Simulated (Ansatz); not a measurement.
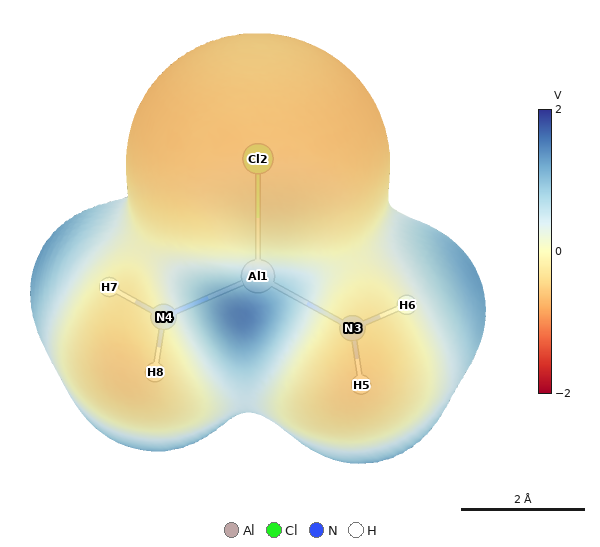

*AlClH₄N₂ (SMILES [NH2][Al]([NH2])[Cl]). The molecular electrostatic potential painted on the density surface at 0.001 e/bohr³, seen at a tilt; red is negative and blue positive.*

Geometry: PBE0-D4/def2-SVP.

These are results of isolated molecule in a Gaussian basis; Kohn-Sham density functional theory, functional PBE0 (Ansatz 0.2.0), not measurements.

Input file:

```
crystal:
  periodic: [false, false, false]
  atoms:
    - symbol: Al
      position_ang: [-0.865487, 0.061250, -0.448438]
    - symbol: Cl
      position_ang: [0.336306, 1.792549, -0.394819]
    - symbol: N
      position_ang: [-1.558381, -0.421879, -1.996456]
    - symbol: "N"
      position_ang: [-1.120218, -0.820616, 1.057318]
    - symbol: H
      position_ang: [-2.149918, -1.227342, -2.160479]
    - symbol: H
      position_ang: [-1.411754, 0.085128, -2.861130]
    - symbol: H
      position_ang: [-0.721943, -0.542614, 1.946311]
    - symbol: H
      position_ang: [-1.672064, -1.662212, 1.170330]
basis:
  gaussian:
    orbitals: def2-TZVPD
hamiltonian:
  xc: pbe0
output: {forces: true, orbitals: {seedname: orbitals}}
```

Launched as:

```sh
ansatz run input.yaml --threads 2 --pin off --max-ram 5220MiB --events-out events.jsonl --progress --plain --runs-dir runs
```

Where is the surface potential most negative and most positive?

The most negative region (about −0.6 V, or −14 kcal/mol for a unit charge) lies over Cl2, the most positive (about +1.5 V, or +35 kcal/mol for a unit charge) over Al1.

How polar is the molecule by this calculation?

Its dipole moment is 2.48 D.
